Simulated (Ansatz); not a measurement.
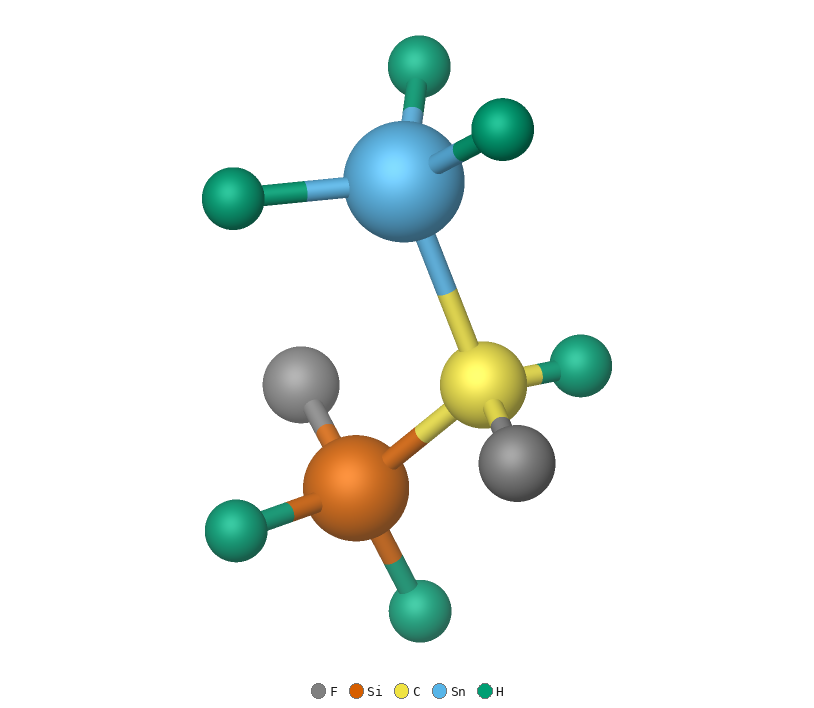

The geometry was computed by an optimisation with PBE0-D4/def2-TZVP. No frequency run is at hand to confirm it as a minimum.

Draw it as a skeletal formula.

SMILES: F[SiH2][C@H](F)[SnH3]

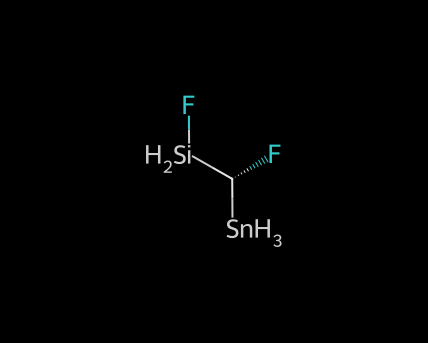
